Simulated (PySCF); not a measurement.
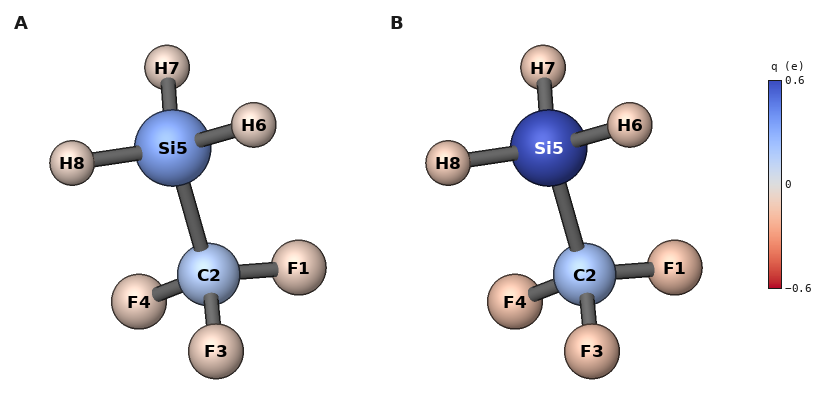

Atomic charges of one calculation by 2 schemes, on one colour scale. The geometry was computed by an optimisation with PBE0-D3(BJ)/def2-SVP. No frequency run is at hand to confirm it as a minimum. Method: PBE0/STO-3G (PySCF 2.14.0).

The schemes are Hirshfeld, IAO. Which panel shows which?

Answer. A Hirshfeld, B IAO.

List the charges (e), one line for each set of equivalent atoms.

```tsv
atom	Hirshfeld	IAO
F1, F3, F4	−0.09	−0.15
C2	0.17	0.21
Si5	0.32	0.58
H6, H7, H8	−0.07	−0.11
```
